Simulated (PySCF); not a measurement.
Molecule: In(H)(Me)2(py), C7H12InN, singlet. Atoms near the plane z = 1.2 Å, at the GFN2-xTB optimised geometry (x, y, z in Å): In1 (-0.3, -0.6, 0.0), H2 (-1.1, -2.1, 0.5), C3 (1.9, -0.6, 0.0), H5 (2.3, -0.6, 1.0), C7 (-1.4, 1.3, 0.0), H9 (-1.8, 1.5, 1.0).

Computed with B3LYP/def2-SVP, def2 effective core potentials past Kr in PySCF. The core electrons that the potentials of In replace are not part of the density. The values are rescaled to run from 0 to 1.

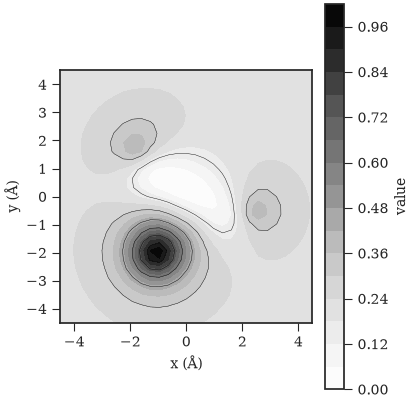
Figure. a field on the plane z = 1.2 Å.

Q: Which quantity is mapped?
A) deformation density (molecule minus spherical neutral atoms)
B) electron localisation function
C) Laplacian of the electron density
D) an orbital amplitude

A: D, an orbital amplitude. In full: HOMO−1 amplitude (bohr^(-3/2)).
